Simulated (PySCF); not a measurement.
# Pm(OH)3: other functionals and bases at one geometry

How far do other levels of theory move the description of Pm(OH)3, and what does each cost? The structure is generated, not taken from experiment.

Program: PySCF 2.14.0. Level of theory: several levels, as the steps say, no spin–orbit coupling. These are calculated values, not measurements.

1 further run of the same task is left out (for a known fault of the program).

## (1) Where the work starts

7 atoms, charge 0, spin multiplicity 1.

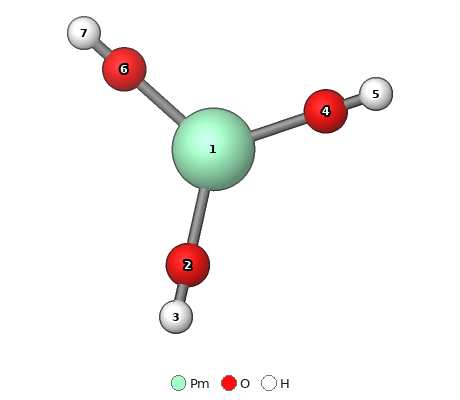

The geometry (promethium light green, oxygen red, hydrogen white); atoms are numbered from 1 in the order of the file.

Coordinates:

```csv
atom,x (Å),y (Å),z (Å)
Pm1,0.0000,0.0000,-0.0905
O2,2.0987,0.0000,0.1069
H3,3.0429,0.0000,0.2607
O4,-1.0493,1.8175,0.1069
H5,-1.5214,2.6352,0.2607
O6,-1.0494,-1.8175,0.1069
H7,-1.5214,-2.6352,0.2607
```

Formal oxidation states: Pm +3. Each metal's 4 4f electrons lie in its core potential, so multiplicities, spins and levels count the valence alone. An earlier session relaxed this geometry at PBE0, Pm lcecp-1-SVP with ECP50, O def2-SVP, H def2-SVP (singlet, point group C3v).

At PBE0 on the finer grid: E = -261.340454 Eh, HOMO -7.53 eV, LUMO -1.25 eV, Mulliken charge on Pm1 +1.11 e, largest force component 0.006 eV/Å. 

Levels to run: revPBE; M06-L; PBE0, TZVP. Hardware: 2 threads of Arm Neoverse V2, shared host.

## (2) revPBE

Input file run.py (the lines that set the calculation):

```python
mol = gto.M(atom='''
Pm     0.00000     0.00000    -0.09047
O      2.09870    -0.00001     0.10687
H      3.04285    -0.00002     0.26068
O     -1.04934     1.81753     0.10687
H     -1.52141     2.63520     0.26068
O     -1.04936    -1.81752     0.10687
H     -1.52144    -2.63518     0.26068''',
    basis={'Pm': 'lcecp-1-SVP', 'O': 'def2-SVP', 'H': 'def2-SVP'},
    ecp={'Pm': 'lcecp-1-SVP'},
    charge=0, spin=0)
mf = dft.RKS(mol, xc='PBE_R,PBE')
mf.grids.atom_grid = (75, 302)  # f atoms: unpruned, at least (60, 302)
mf = mf.density_fit()  # fitting sets: Pm AutoAux, O def2-universal-JKFIT, H def2-universal-JKFIT
mf.conv_tol = 1e-08; mf.max_cycle = 55
mf.kernel(dm0)  # dm0: the density of the relaxed state
```

The run is started by

```
$ OMP_NUM_THREADS=2 python run.py
```

Standard output:

```text
init E= -261.552660474348
  HOMO = -0.204099308461877  LUMO = -0.0706019174352832  gap/eV = 3.63265
cycle= 1 E= -261.552859312107  delta_E= -0.000199  |g|= 0.114  |ddm|= 0.271
  HOMO = -0.231181373400791  LUMO = -0.0617380925126909  gap/eV = 4.61079
cycle= 2 E= -261.538498060386  delta_E= 0.0144  |g|= 0.286  |ddm|= 0.303
  HOMO = -0.212271494091425  LUMO = -0.065613511378654  gap/eV = 3.99077
cycle= 3 E= -261.555980869541  delta_E= -0.0175  |g|= 0.0145  |ddm|= 0.191
  HOMO = -0.212928732383558  LUMO = -0.0673614277788062  gap/eV = 3.96109
cycle= 4 E= -261.556053590513  delta_E= -7.27e-05  |g|= 0.00283  |ddm|= 0.0242
  HOMO = -0.212628225743772  LUMO = -0.0672369631957288  gap/eV = 3.95630
cycle= 5 E= -261.556055229369  delta_E= -1.64e-06  |g|= 0.000197  |ddm|= 0.00242
  HOMO = -0.212593822435839  LUMO = -0.0672119920888399  gap/eV = 3.95604
cycle= 6 E= -261.556055238216  delta_E= -8.85e-09  |g|= 2.98e-05  |ddm|= 0.000262
  HOMO = -0.212597683899165  LUMO = -0.0672116680036545  gap/eV = 3.95616
Extra cycle  E= -261.556055237796  delta_E= 4.2e-10  |g|= 5.46e-05  |ddm|= 6.79e-05
converged SCF energy = -261.556055237796
```

It took 3.5 s on 2 threads of Arm Neoverse V2, shared host.

It gives: E = -261.556055 Eh, HOMO -5.79 eV, LUMO -1.83 eV, Mulliken charge on Pm1 +0.92 e, largest force component 0.586 eV/Å. 

## (3) M06-L

run.py (the lines that set the calculation): that of step 2 with these lines changed.

```diff
@@ -11,3 +11,3 @@
     charge=0, spin=0)
-mf = dft.RKS(mol, xc='PBE_R,PBE')
+mf = dft.RKS(mol, xc='M06L')
 mf.grids.atom_grid = (75, 302)  # f atoms: unpruned, at least (60, 302)
```

The run is started by

```
$ OMP_NUM_THREADS=2 python run.py
```

Standard output:

```text
init E= -261.554159427356
  HOMO = -0.22777774775797  LUMO = -0.027420817027398  gap/eV = 5.45199
cycle= 1 E= -261.558222270717  delta_E= -0.00406  |g|= 0.0481  |ddm|= 0.213
  HOMO = -0.212566509615402  LUMO = -0.0306495984038939  gap/eV = 4.95021
cycle= 2 E= -261.556740880159  delta_E= 0.00148  |g|= 0.0981  |ddm|= 0.0946
  HOMO = -0.220357692227265  LUMO = -0.0293196221902789  gap/eV = 5.19841
cycle= 3 E= -261.558686472873  delta_E= -0.00195  |g|= 0.00271  |ddm|= 0.0656
  HOMO = -0.220414174065367  LUMO = -0.0294597439814162  gap/eV = 5.19613
cycle= 4 E= -261.558688433721  delta_E= -1.96e-06  |g|= 0.000716  |ddm|= 0.00534
  HOMO = -0.220349365467611  LUMO = -0.0293354166856297  gap/eV = 5.19775
cycle= 5 E= -261.558688602211  delta_E= -1.68e-07  |g|= 0.000224  |ddm|= 0.00131
  HOMO = -0.220341280809642  LUMO = -0.0293495263640224  gap/eV = 5.19715
cycle= 6 E= -261.558688614027  delta_E= -1.18e-08  |g|= 5.05e-05  |ddm|= 0.0002
  HOMO = -0.220338879801909  LUMO = -0.0293530788052223  gap/eV = 5.19699
cycle= 7 E= -261.558688614236  delta_E= -2.09e-10  |g|= 4.29e-05  |ddm|= 5.97e-05
  HOMO = -0.220337015491966  LUMO = -0.0293545925549026  gap/eV = 5.19690
Extra cycle  E= -261.55868861276  delta_E= 1.48e-09  |g|= 9.5e-05  |ddm|= 9.35e-05
converged SCF energy = -261.55868861276
```

Wall time 5.2 s (2 threads of Arm Neoverse V2, shared host).

Read off: E = -261.558689 Eh, HOMO -6.00 eV, LUMO -0.80 eV, Mulliken charge on Pm1 +1.25 e, largest force component 0.312 eV/Å. 

## (4) PBE0, TZVP

Basis: Pm lcecp-1-TZVP with ECP50, O def2-TZVP, H def2-TZVP. 

Input file run.py (the lines that set the calculation):

```python
mol = gto.M(atom='''
Pm     0.00000     0.00000    -0.09047
O      2.09870    -0.00001     0.10687
H      3.04285    -0.00002     0.26068
O     -1.04934     1.81753     0.10687
H     -1.52141     2.63520     0.26068
O     -1.04936    -1.81752     0.10687
H     -1.52144    -2.63518     0.26068''',
    basis={'Pm': 'lcecp-1-TZVP', 'O': 'def2-TZVP', 'H': 'def2-TZVP'},
    ecp={'Pm': 'lcecp-1-TZVP'},
    charge=0, spin=0)
mf = dft.RKS(mol, xc='PBE0')
mf.grids.atom_grid = (75, 302)  # f atoms: unpruned, at least (60, 302)
mf = mf.density_fit()  # fitting sets: Pm AutoAux, O def2-universal-JKFIT, H def2-universal-JKFIT
mf.conv_tol = 1e-08; mf.max_cycle = 55
mf.kernel(dm0)  # dm0: free metal ions and neutral atoms
```

The run is started by

```
$ OMP_NUM_THREADS=2 python run.py
```

Standard output:

```text
init E= -265.747981272178
  HOMO = -0.325169575680343  LUMO = -0.0949526422685807  gap/eV = 6.26452
cycle= 1 E= -261.579788967961  delta_E= 4.17  |g|= 0.541  |ddm|= 2.03
  HOMO = -0.240060694986001  LUMO = -0.0326568023758753  gap/eV = 5.64375
cycle= 2 E= -261.586038875456  delta_E= -0.00625  |g|= 0.426  |ddm|= 0.641
  HOMO = -0.305668103046593  LUMO = -0.048962283613676  gap/eV = 6.98532
cycle= 3 E= -261.609938085142  delta_E= -0.0239  |g|= 0.237  |ddm|= 0.343
  HOMO = -0.285085706875898  LUMO = -0.0511774646141845  gap/eV = 6.36497
cycle= 4 E= -261.618771571655  delta_E= -0.00883  |g|= 0.0465  |ddm|= 0.118
  HOMO = -0.286748543155563  LUMO = -0.047757207453941  gap/eV = 6.50329
cycle= 5 E= -261.619246450779  delta_E= -0.000475  |g|= 0.00272  |ddm|= 0.038
  HOMO = -0.286914111456312  LUMO = -0.0481416018291938  gap/eV = 6.49733
cycle= 6 E= -261.619248639079  delta_E= -2.19e-06  |g|= 0.000217  |ddm|= 0.00546
  HOMO = -0.286899379041498  LUMO = -0.0481215214447133  gap/eV = 6.49748
cycle= 7 E= -261.619248651802  delta_E= -1.27e-08  |g|= 0.000103  |ddm|= 0.000355
  HOMO = -0.286901543427391  LUMO = -0.048117186306591  gap/eV = 6.49765
cycle= 8 E= -261.619248654373  delta_E= -2.57e-09  |g|= 1.23e-05  |ddm|= 9.5e-05
  HOMO = -0.286904650493792  LUMO = -0.0481185537656685  gap/eV = 6.49770
Extra cycle  E= -261.619248654385  delta_E= -1.15e-11  |g|= 1.45e-05  |ddm|= 2e-05
converged SCF energy = -261.619248654385
```

Run time: 8.7 s. Hardware: 2 threads of Arm Neoverse V2, shared host.

Result: E = -261.619249 Eh, HOMO -7.81 eV, LUMO -1.31 eV, Mulliken charge on Pm1 +1.63 e, largest force component 0.277 eV/Å. 

## (5) All levels side by side

| level | state | HOMO (eV) | gap (eV) | charge on Pm1 (e) | dipole (D) | largest force (eV/Å) | basis functions | time |
| --- | --- | --- | --- | --- | --- | --- | --- | --- |
| PBE0 (relaxed here) | singlet | -7.53 | 6.28 | 1.11 | 0.72 | 0.01 | 90 | 8.3 s |
| revPBE | singlet | -5.79 | 3.96 | 0.92 | 0.66 | 0.59 | 90 | 3.5 s |
| M06-L | singlet | -6.00 | 5.20 | 1.25 | 0.76 | 0.31 | 90 | 5.2 s |
| PBE0, TZVP | singlet | -7.81 | 6.50 | 1.63 | 0.82 | 0.28 | 158 | 8.7 s |

Times are on 2 threads of Arm Neoverse V2, shared host; the first row also made further properties.

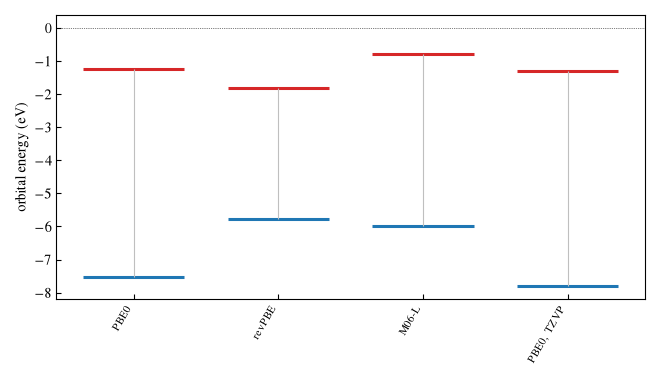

Highest filled and lowest empty level, method by method.

In one basis the HOMO–LUMO gap runs from 3.96 eV (revPBE) to 6.28 eV (PBE0). The largest leftover force, 0.59 eV/Å with revPBE, stands at a geometry relaxed at another level. The Mulliken charge on Pm spans +0.92 to +1.63 e over the levels. With 4f in the core, its levels are missing from HOMO and gap. Total energies of different levels can't be compared. Spin–orbit coupling is left out throughout.
